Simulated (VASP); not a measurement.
Band structure of CdTe (zinc blende). These are optB86b-vdW, VASP's PBE PAW potentials (set 64) (plane waves; VASP 6.6.1) values and carry that method's errors.

Unless said otherwise, spin-orbit coupling is left out, though it shifts the bands of the heavy elements here.

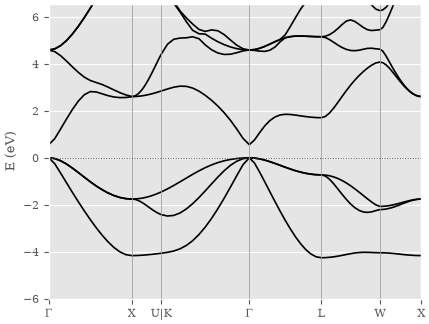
Figure: Bands along high-symmetry lines, zero at the valence-band maximum or, without a gap, the Fermi level

Question: Read the plot: is there a gap, and where are the band edges?

Answer: The gap is direct, 0.56 eV, from the valence maximum at Γ to the conduction minimum at Γ. (Edges off the drawn lines would not show.)

Measured: gap 1.63 eV (computed value off by -1.07 eV), as given by Anna Miglio et al., npj Computational Materials (2020), arXiv:2011.12765 [zero-point renormalisation of 16 meV (experimental, the table's column) added back].

The compound is CdTe in the zinc blende structure. It was relaxed first.
